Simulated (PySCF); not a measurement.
**Run report: C$_{3}$H$_{2}$F (charge +1), saddle-point search (part 3 of 3)**

The same run, continued: C$_{3}$H$_{2}$F, charge +1; HF/pcSseg-1, RHF (PySCF 2.14.0). 

Geometry of the input (Å):
```
F  -0.4667  -1.8330  0.7228
C  -0.1780  -0.7005  0.2762
C  0.6602  0.1227  -0.4560
C  -0.4641  0.6483  0.1524
H  0.3487  1.3736  -0.5422
H  -1.0915  1.4974  0.3644
```

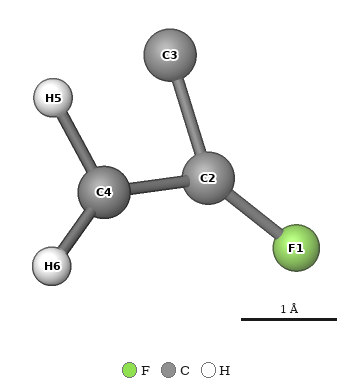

Fig. 1: The geometry at step 11 of the log (ball-and-stick view, seen at a tilt; atoms are numbered from 1 in the order of the input).

## What the program printed, continued
```
----------------------------------------------
cycle 20: E = -213.656121243  dE = -2.01537e-06  norm(grad) = 0.00130211
Step   19 : Displace = 2.190e-03/2.846e-03 (rms/max) Trust = 7.500e-03 (=) Grad = 5.316e-04/7.809e-04 (rms/max) E (change) = -213.6561212433 (-2.015e-06) Quality = 0.380
Hessian Eigenvalues:  -6.456e-02 -1.183e-03 -1.942e-07 -4.047e-08  3.209e-08  2.273e-07  2.504e-06
 8.255e-03  1.897e-02  3.770e-02  1.113e-01  1.455e-01    .....    5.088e-01  6.588e-01  6.728e-01

Geometry optimization cycle 21
Cartesian coordinates (Angstrom)
 Atom        New coordinates             dX        dY        dZ
   F  -0.678671  -1.590122   0.802370    0.001546 -0.000386  0.000245
   C  -0.218600  -0.554798   0.267736    0.000252 -0.000556 -0.001144
   C   0.843067  -0.167888  -0.507937   -0.000223 -0.000667 -0.000174
   C  -0.451666   0.729479   0.125799   -0.000081  0.000515  0.000261
   H   0.437707   1.144674  -0.545522   -0.000941  0.000295  0.001034
   H  -1.123594   1.542495   0.375967   -0.000204  0.000394  0.000030
converged SCF energy = -213.65612314934
--------------- RHF_Scanner gradients ---------------
         x                y                z
0 F     0.0000065954     0.0000257900    -0.0000020402
1 C     0.0002680125    -0.0002577427    -0.0001444251
2 C    -0.0002736110    -0.0000208896     0.0002022140
3 C    -0.0002275374     0.0002559254     0.0000981008
4 H     0.0002587622     0.0000376361    -0.0001904168
5 H    -0.0000322217    -0.0000407192     0.0000365674
----------------------------------------------
cycle 21: E = -213.656123149  dE = -1.90607e-06  norm(grad) = 0.000715251
Step   20 : Displace = 9.797e-04/1.183e-03 (rms/max) Trust = 1.095e-03 (-) Grad = 2.920e-04/3.989e-04 (rms/max) E (change) = -213.6561231493 (-1.906e-06) Quality = 0.905
Hessian Eigenvalues:  -7.139e-02 -2.538e-03 -6.903e-07 -7.302e-08  1.547e-08  8.874e-08  6.966e-07
 6.050e-03  1.887e-02  3.712e-02  1.119e-01  1.429e-01    .....    5.090e-01  6.585e-01  6.719e-01

Geometry optimization cycle 22
Cartesian coordinates (Angstrom)
 Atom        New coordinates             dX        dY        dZ
   F  -0.679068  -1.590064   0.802948   -0.000396  0.000058  0.000578
   C  -0.219381  -0.554747   0.268010   -0.000781  0.000051  0.000274
   C   0.842644  -0.167886  -0.507890   -0.000422  0.000002  0.000047
   C  -0.451511   0.729165   0.125939    0.000155 -0.000314  0.000140
   H   0.438123   1.143752  -0.545447    0.000416 -0.000922  0.000075
   H  -1.122387   1.543383   0.374988    0.001207  0.000888 -0.000979
converged SCF energy = -213.656123371084
--------------- RHF_Scanner gradients ---------------
         x                y                z
0 F     0.0000327270     0.0000051827     0.0000345634
1 C    -0.0001112097     0.0001500923    -0.0000911355
2 C     0.0000085510    -0.0000145029     0.0000173156
3 C     0.0000506079    -0.0001324849     0.0000674984
4 H     0.0000537270     0.0000205095    -0.0000355485
5 H    -0.0000344033    -0.0000287967     0.0000073066
----------------------------------------------
cycle 22: E = -213.656123371  dE = -2.21744e-07  norm(grad) = 0.000278179
```

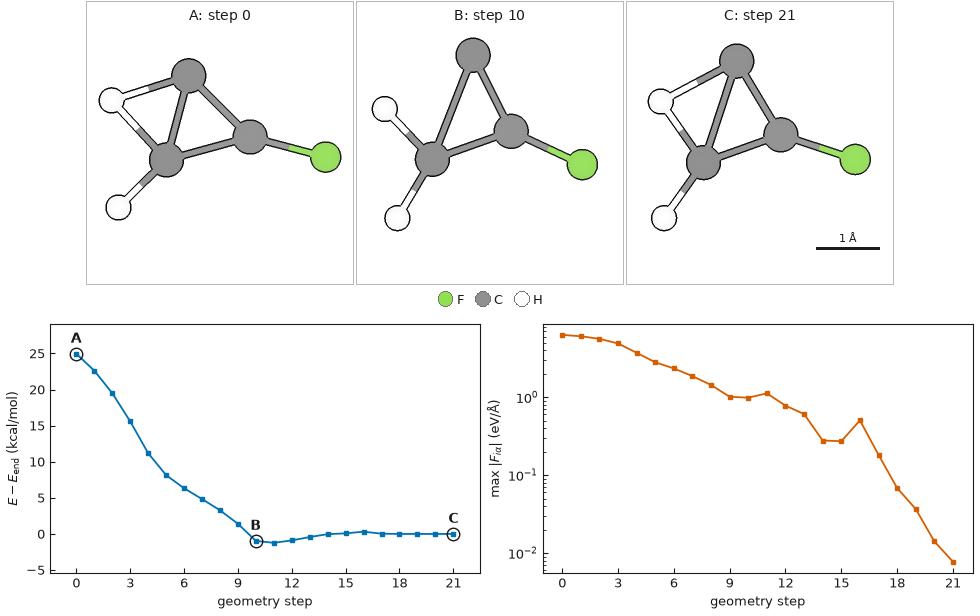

Fig. 2: Frames of the saddle-point search (ball-and-stick view, seen at a tilt) above the curves, on which the letters mark them (steps are counted from 0).

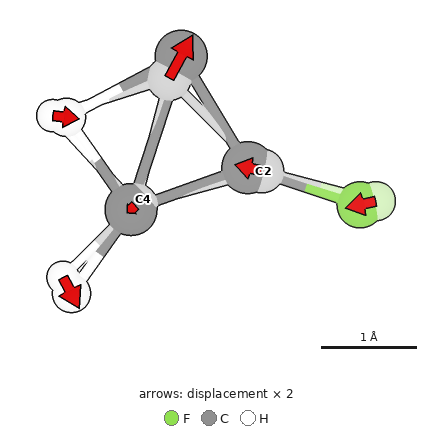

Fig. 3: Start (faint) and end (solid) with the displacements as red arrows, magnified 2 times (ball-and-stick view, seen at a tilt). The two geometries are laid on each other by the best rigid fit. C3 moves most after the best rigid fit: 0.27 Å. By element the largest moves are C 0.27 Å, H 0.19 Å, F 0.17 Å. Among the contacts that change: C3–C4 1.382 → 1.697 Å, C4–H5 1.292 → 1.189 Å, C3–H5 1.292 → 1.373 Å, C2–C4 1.384 → 1.312 Å. Among the angles that change: C2–C3–H5 117.7° → 93.3°, C3–C2–C4 59.9° → 78.4°, C3–H5–C4 64.7° → 82.6°. After 21 geometry steps the energy has fallen by 25.0 kcal/mol. Largest force component: 6.3 eV/Å at the start, 0.0077 eV/Å at the end. (Atoms are counted from 1 in the order of the input.)

```
Step   21 : Displace = 6.371e-04/8.987e-04 (rms/max) Trust = 1.548e-03 (+) Grad = 1.136e-04/2.078e-04 (rms/max) E (change) = -213.6561233711 (-2.217e-07) Quality = 0.756
Hessian Eigenvalues:  -7.139e-02 -2.538e-03 -6.903e-07 -7.302e-08  1.547e-08  8.874e-08  6.966e-07
 6.050e-03  1.887e-02  3.712e-02  1.119e-01  1.429e-01    .....    5.090e-01  6.585e-01  6.719e-01
Converged! =D

converged: True
F          -0.67906780       -1.59006399        0.80294820
C          -0.21938107       -0.55474670        0.26801024
C           0.84264448       -0.16788637       -0.50789025
C          -0.45151147        0.72916502        0.12593893
H           0.43812253        1.14375165       -0.54544691
H          -1.12238710        1.54338285        0.37498830
converged SCF energy = -213.656123371113
E = -213.6561233711 Eh
```

## Trajectory as extended XYZ (Å, eV, eV/Å), 22 frames, from step=0 to step=21
```
6
Properties=species:S:1:pos:R:3:forces:R:3 step=0 energy=-5812.79699
F    -0.4667   -1.8330    0.7228    0.5558   0.8335  -0.5490
C    -0.1780   -0.7005    0.2762   -0.6775   6.3204  -1.0139
C     0.6602    0.1227   -0.4560    3.1436  -0.3749  -1.9553
C    -0.4641    0.6483    0.1524   -4.7934  -4.0254   4.0320
H     0.3487    1.3736   -0.5422    2.0654  -2.7640  -0.7027
H    -1.0915    1.4974    0.3644   -0.2939   0.0105   0.1889
6
Properties=species:S:1:pos:R:3:forces:R:3 step=1 energy=-5812.89836
F    -0.4695   -1.8221    0.7221    0.5246   0.7322  -0.5054
C    -0.1746   -0.6938    0.2724   -0.6438   6.0585  -0.9757
C     0.6698    0.1183   -0.4612    3.0151  -0.5058  -1.8418
C    -0.4638    0.6478    0.1524   -4.5557  -3.7034   3.8036
H     0.3408    1.3627   -0.5346    1.9442  -2.5658  -0.6695
H    -1.0940    1.4955    0.3665   -0.2845  -0.0157   0.1888
6
Properties=species:S:1:pos:R:3:forces:R:3 step=2 energy=-5813.03318
F    -0.4735   -1.8065    0.7211    0.4803   0.5892  -0.4439
C    -0.1697   -0.6841    0.2671   -0.5990   5.6231  -0.9049
C     0.6836    0.1115   -0.4686    2.8355  -0.6547  -1.6909
C    -0.4635    0.6472    0.1523   -4.2385  -3.2301   3.4889
H     0.3295    1.3478   -0.5238    1.7964  -2.2738  -0.6405
H    -1.0978    1.4926    0.3696   -0.2747  -0.0538   0.1912
6
Properties=species:S:1:pos:R:3:forces:R:3 step=3 energy=-5813.20297
F    -0.4795   -1.7844    0.7199    0.4185   0.3932  -0.3587
C    -0.1626   -0.6705    0.2593   -0.5405   4.8996  -0.7769
C     0.7041    0.1004   -0.4793    2.5716  -0.7933  -1.4877
C    -0.4631    0.6467    0.1521   -3.8201  -2.5463   3.0602
H     0.3134    1.3279   -0.5088    1.6384  -1.8424  -0.6369
H    -1.1037    1.4883    0.3744   -0.2679  -0.1108   0.1999
6
Properties=species:S:1:pos:R:3:forces:R:3 step=4 energy=-5813.39398
F    -0.4887   -1.7533    0.7187    0.3366   0.1431  -0.2481
C    -0.1523   -0.6514    0.2482   -0.4693   3.7182  -0.5520
C     0.7351    0.0811   -0.4949    2.1718  -0.8497  -1.2151
C    -0.4626    0.6473    0.1517   -3.2946  -1.5973   2.5012
H     0.2906    1.3031   -0.4884    1.5283  -1.2155  -0.7094
H    -1.1136    1.4818    0.3823   -0.2729  -0.1988   0.2234
6
Properties=species:S:1:pos:R:3:forces:R:3 step=5 energy=-5813.52566
F    -0.5002   -1.7219    0.7190    0.2678  -0.0531  -0.1584
C    -0.1404   -0.6331    0.2363   -0.4155   2.5102  -0.3096
C     0.7713    0.0546   -0.5123    1.7178  -0.8048  -0.9307
C    -0.4619    0.6509    0.1504   -2.8090  -0.7759   1.9974
H     0.2673    1.2842   -0.4689    1.5329  -0.5716  -0.8602
H    -1.1274    1.4738    0.3930   -0.2940  -0.3048   0.2616
6
Properties=species:S:1:pos:R:3:forces:R:3 step=6 energy=-5813.60464
F    -0.5145   -1.6939    0.7218    0.2318  -0.1529  -0.1121
C    -0.1280   -0.6189    0.2250   -0.3991   1.6939  -0.1328
C     0.8098    0.0213   -0.5296    1.2819  -0.7583  -0.6584
C    -0.4606    0.6591    0.1477   -2.3406  -0.3018   1.5843
H     0.2480    1.2781   -0.4551    1.5431  -0.0648  -0.9833
H    -1.1462    1.4628    0.4077   -0.3170  -0.4161   0.3022
6
Properties=species:S:1:pos:R:3:forces:R:3 step=7 energy=-5813.66955
F    -0.5305   -1.6692    0.7265    0.2143  -0.1853  -0.0934
C    -0.1165   -0.6083    0.2151   -0.3856   1.2390  -0.0368
C     0.8480   -0.0183   -0.5451    0.9369  -0.7447  -0.4377
C    -0.4582    0.6701    0.1436   -1.8661   0.0126   1.2037
H     0.2340    1.2870   -0.4481    1.4366   0.1992  -0.9747
H    -1.1681    1.4471    0.4256   -0.3361  -0.5208   0.3389
6
Properties=species:S:1:pos:R:3:forces:R:3 step=8 energy=-5813.73711
F    -0.5446   -1.6485    0.7309    0.1910  -0.1836  -0.0787
C    -0.1077   -0.5994    0.2074   -0.3684   0.9410   0.0208
C     0.8806   -0.0599   -0.5567    0.7301  -0.7216  -0.3087
C    -0.4556    0.6818    0.1392   -1.4348   0.3140   0.8540
H     0.2247    1.3051   -0.4462    1.2314   0.2516  -0.8534
H    -1.1888    1.4294    0.4430   -0.3493  -0.6014   0.3661
6
Properties=species:S:1:pos:R:3:forces:R:3 step=9 energy=-5813.81818
F    -0.5570   -1.6292    0.7345    0.1562  -0.1638  -0.0609
C    -0.1010   -0.5896    0.2007   -0.3485   0.6750   0.0694
C     0.9099   -0.1037   -0.5657    0.6107  -0.6709  -0.2428
C    -0.4534    0.6950    0.1348   -1.0127   0.6254   0.5080
H     0.2201    1.3274   -0.4484    0.9356   0.1764  -0.6439
H    -1.2101    1.4086    0.4616   -0.3413  -0.6421   0.3703
6
Properties=species:S:1:pos:R:3:forces:R:3 step=10 energy=-5813.92094
F    -0.5647   -1.6100    0.7352    0.1013  -0.1281  -0.0339
C    -0.0990   -0.5736    0.1958   -0.3140   0.2756   0.1393
C     0.9334   -0.1443   -0.5716    0.5585  -0.5547  -0.2356
C    -0.4553    0.7113    0.1322   -0.4643   0.9868   0.0690
H     0.2317    1.3439   -0.4596    0.3830  -0.0270  -0.2385
H    -1.2374    1.3813    0.4856   -0.2645  -0.5527   0.2998
6
Properties=species:S:1:pos:R:3:forces:R:3 step=11 energy=-5813.93262
F    -0.5499   -1.6129    0.7263    0.0617  -0.1045  -0.0142
C    -0.1116   -0.5577    0.2003   -0.3083  -0.2821   0.2638
C     0.9203   -0.1258   -0.5676    0.5524  -0.3270  -0.2839
C    -0.4702    0.7162    0.1407    0.0651   1.1209  -0.3044
H     0.2752    1.3128   -0.4805   -0.2320  -0.1427   0.1868
H    -1.2552    1.3760    0.4984   -0.1390  -0.2645   0.1519
6
Properties=species:S:1:pos:R:3:forces:R:3 step=12 energy=-5813.91823
F    -0.5385   -1.6282    0.7224    0.0119  -0.0285   0.0005
C    -0.1200   -0.5613    0.2065   -0.0687  -0.0303   0.0511
C     0.9089   -0.1099   -0.5638    0.3789  -0.3622  -0.1634
C    -0.4730    0.7147    0.1429   -0.0825   0.7787  -0.1301
H     0.2790    1.3016   -0.4804   -0.1007  -0.1137   0.0947
H    -1.2478    1.3917    0.4899   -0.1389  -0.2441   0.1472
6
Properties=species:S:1:pos:R:3:forces:R:3 step=13 energy=-5813.89773
F    -0.5260   -1.6376    0.7190    0.0252  -0.0644  -0.0082
C    -0.1246   -0.5625    0.2101   -0.2045  -0.0323   0.1175
C     0.8936   -0.0888   -0.5629    0.3432  -0.2411  -0.1577
C    -0.4844    0.7081    0.1467    0.0438   0.6073  -0.0857
H     0.2914    1.2794   -0.4774   -0.0594  -0.0481   0.0140
H    -1.2414    1.4099    0.4820   -0.1483  -0.2214   0.1201
6
Properties=species:S:1:pos:R:3:forces:R:3 step=14 energy=-5813.88057
F    -0.5132   -1.6545    0.7048    0.0245  -0.0198   0.0279
C    -0.1362   -0.5622    0.2181   -0.0490  -0.0611   0.0601
C     0.8807   -0.0574   -0.5467    0.1034  -0.1494  -0.0630
C    -0.4873    0.7055    0.1652   -0.1188   0.2778  -0.1551
H     0.2986    1.2471   -0.4959    0.1100   0.0810   0.0036
H    -1.2339    1.4301    0.4722   -0.0700  -0.1286   0.1264
6
Properties=species:S:1:pos:R:3:forces:R:3 step=15 energy=-5813.87580
F    -0.5369   -1.6549    0.7275   -0.0186   0.0242  -0.0091
C    -0.1722   -0.5619    0.2374    0.1497  -0.0050  -0.0496
C     0.8484   -0.0568   -0.5351   -0.2067  -0.0894   0.1453
C    -0.4916    0.7065    0.1585   -0.1588  -0.1818   0.1027
H     0.3569    1.1929   -0.5066    0.2444   0.2722  -0.2146
H    -1.1963    1.4817    0.4361   -0.0101  -0.0202   0.0253
6
Properties=species:S:1:pos:R:3:forces:R:3 step=16 energy=-5813.86562
F    -0.9122   -1.4569    0.9218    0.0200  -0.0739  -0.0161
C    -0.3062   -0.5413    0.3182   -0.1944   0.1704   0.0881
C     0.8066   -0.3450   -0.4467    0.3244   0.0484  -0.2086
C    -0.3847    0.7478    0.0729    0.3168   0.4193  -0.2229
H     0.5662    1.0481   -0.5977   -0.3907  -0.5036   0.3206
H    -0.9638    1.6476    0.2494   -0.0761  -0.0606   0.0388
6
Properties=species:S:1:pos:R:3:forces:R:3 step=17 energy=-5813.87778
F    -0.6449   -1.6085    0.7867    0.0061  -0.0231  -0.0189
C    -0.2056   -0.5613    0.2585   -0.0287   0.0676   0.0343
C     0.8446   -0.1419   -0.5154    0.0421   0.0431  -0.0366
C    -0.4622    0.7198    0.1333    0.0357   0.1393  -0.0509
H     0.4155    1.1712   -0.5351   -0.0187  -0.1823   0.0390
H    -1.1398    1.5263    0.3897   -0.0366  -0.0447   0.0331
6
Properties=species:S:1:pos:R:3:forces:R:3 step=18 energy=-5813.87918
F    -0.6533   -1.6019    0.7885   -0.0083   0.0076   0.0026
C    -0.2095   -0.5554    0.2617   -0.0313   0.0007   0.0207
C     0.8457   -0.1502   -0.5131    0.0109   0.0143  -0.0114
C    -0.4597    0.7271    0.1308    0.0413  -0.0682  -0.0061
H     0.4242    1.1553   -0.5390   -0.0074   0.0358  -0.0042
H    -1.1398    1.5305    0.3889   -0.0052   0.0097  -0.0015
6
Properties=species:S:1:pos:R:3:forces:R:3 step=19 energy=-5813.87924
F    -0.6802   -1.5897    0.8021    0.0083   0.0012   0.0042
C    -0.2189   -0.5542    0.2689    0.0182  -0.0258  -0.0248
C     0.8433   -0.1672   -0.5078   -0.0207  -0.0037   0.0136
C    -0.4516    0.7290    0.1255    0.0022   0.0367   0.0001
H     0.4386    1.1444   -0.5466   -0.0145  -0.0124   0.0169
H    -1.1234    1.5421    0.3759    0.0064   0.0041  -0.0100
6
Properties=species:S:1:pos:R:3:forces:R:3 step=20 energy=-5813.87929
F    -0.6787   -1.5901    0.8024   -0.0003  -0.0013   0.0001
C    -0.2186   -0.5548    0.2677   -0.0138   0.0133   0.0074
C     0.8431   -0.1679   -0.5079    0.0141   0.0011  -0.0104
C    -0.4517    0.7295    0.1258    0.0117  -0.0132  -0.0050
H     0.4377    1.1447   -0.5455   -0.0133  -0.0019   0.0098
H    -1.1236    1.5425    0.3760    0.0017   0.0021  -0.0019
6
Properties=species:S:1:pos:R:3:forces:R:3 step=21 energy=-5813.87930
F    -0.6791   -1.5901    0.8029   -0.0017  -0.0003  -0.0018
C    -0.2194   -0.5547    0.2680    0.0057  -0.0077   0.0047
C     0.8426   -0.1679   -0.5079   -0.0004   0.0007  -0.0009
C    -0.4515    0.7292    0.1259   -0.0026   0.0068  -0.0035
H     0.4381    1.1438   -0.5454   -0.0028  -0.0011   0.0018
H    -1.1224    1.5434    0.3750    0.0018   0.0015  -0.0004
```

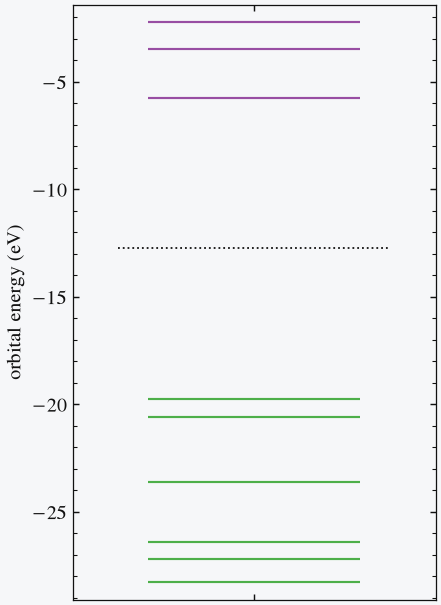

Fig. 4: Orbital energies near the frontier; the dotted line parts filled from empty levels, and levels within 0.02 eV of each other stand side by side. Highest filled −19.75 eV, lowest empty −5.75 eV, 14.00 eV apart.

## Key numbers

- outcome: converged
- total energy: −213.656123 hartree
- basis functions: 78
- HOMO: −19.75 eV
- LUMO: −5.75 eV
- wall time: 2.6 min
- peak memory: 0.18 GiB
